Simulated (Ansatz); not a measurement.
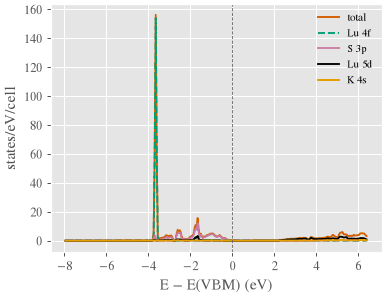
*Total and projected density of states of KLuS₂ in space group R-3m (No. 166; Lu on 3b, K on 3a, S on 6c), PBEsol (plane waves, PAW; program Ansatz)*

Question: Which orbitals carry the states next to the gap?

Answer: Top 1 eV of the valence band: S 3p 90 %. Bottom 1 eV of the conduction band: Lu 5d 70 %, S 3p 11 %, outside the projected shells 10 %. Projections are on Löwdin-orthogonalised atomic valence shells; empty p or d shells of many metals are not among them.

Question: Where is the tallest occupied peak in this window, and what makes it?

Answer: Near -3.6 eV, about 160 states/eV per cell; the largest projected share is Lu 4f.

The workflow started from an entry of the Crystallography Open Database (COD, 301 K). Its standing as an ambient phase is unchecked. The cell was relaxed with PBEsol under the symmetry of its start; of distortions, only those at the zone centre were tested. Spin–orbit coupling is left out wherever it is not named.

Potentials: the later of the program's two PAW sets.
